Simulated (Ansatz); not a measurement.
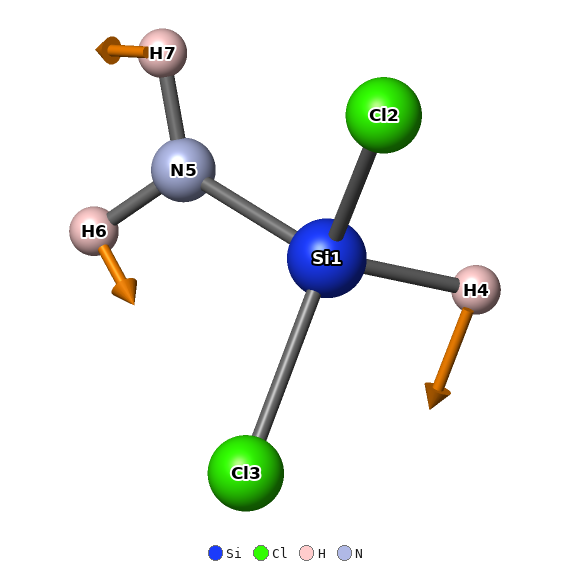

The arrows show one normal mode. Harmonic vibrations computed with RKS PBE0-D4/def2-TZVP (Ansatz 0.2.0) at a stationary point of the same level. It is a saddle point of order 1.

**Describe the motion.**

Mostly angle bending.

**At what wavenumber does it lie?**

769 cm⁻¹; it is mode 8 of 15 counted from the lowest.
